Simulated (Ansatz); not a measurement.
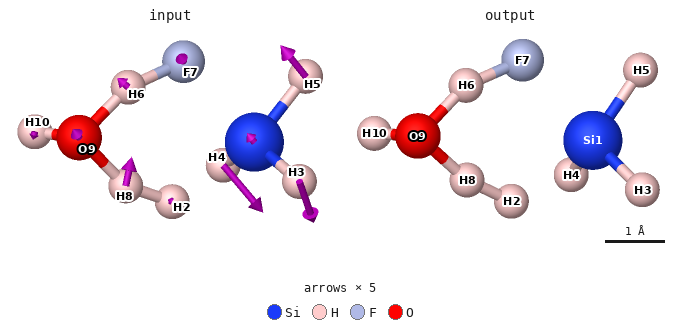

The structure of SiH₇OF before (left) and after (right) a constrained relaxation, at one scale. The purple arrows give the displacements, 5 times their true length.

A ball-and-stick model, seen at a tilt.

The reaction that was planned forms Si1–F7, H6–O9, H2–H8 and breaks Si1–H2, H6–F7, H8–O9 (atoms numbered from 1 in input order).

Theory: RKS PBE0-D4/def2-SVP (Ansatz). Settings: held fixed: the distance between atoms 1 (Si) and 7 (F), the distance between atoms 6 (H) and 9 (O), the distance between atoms 2 (H) and 8 (H), the distance between atoms 1 (Si) and 2 (H), the distance between atoms 6 (H) and 7 (F), the distance between atoms 8 (H) and 9 (O), counting from 1; force threshold 0.08 eV/Å; at most 120 steps.

**What changed between the two?**

The atom that moves furthest after the best rigid fit is H4 (0.21 Å). Largest moves by element: H 0.21 Å, O 0.05 Å, F 0.05 Å, Si 0.04 Å. Near-neighbour distances that change, for instance: Si1–H3 1.455 → 1.489 Å, Si1–H5 1.481 → 1.494 Å, O9–H10 0.959 → 0.967 Å. Among the angles between lasting bonds that change: H3–Si1–H4 134.2° → 115.7°, H6–O9–H8 84.0° → 80.0°, H8–O9–H10 108.0° → 104.2°. The optimiser took 4 steps.
